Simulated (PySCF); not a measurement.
```xyz
2

P     0.0000    0.0000   -0.0450
H     0.0000    0.0000    1.3840
```

The calculation used PySCF, PBE0/pcseg-2, non-relativistic, at a bond length of 1.429 Å.

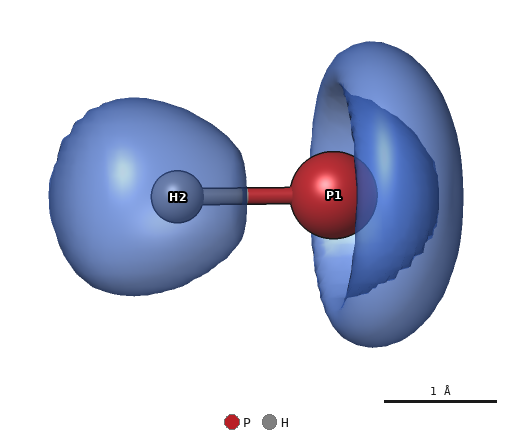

PH (triplet). Isosurface of the ELF at 0.9 (blue), seen from one side. Only the valence region is drawn (cores and ρ < 0.01 e/Å³ removed).

What do the ELF domains correspond to?

The surface consists of one region around a hydrogen nucleus and one ring or bowl of non-bonding electrons around P.

Values along the shortest contacts:
P–H (1.43 Å): the ELF climbs to about 1 towards the hydrogen, as it does in any bond to H.
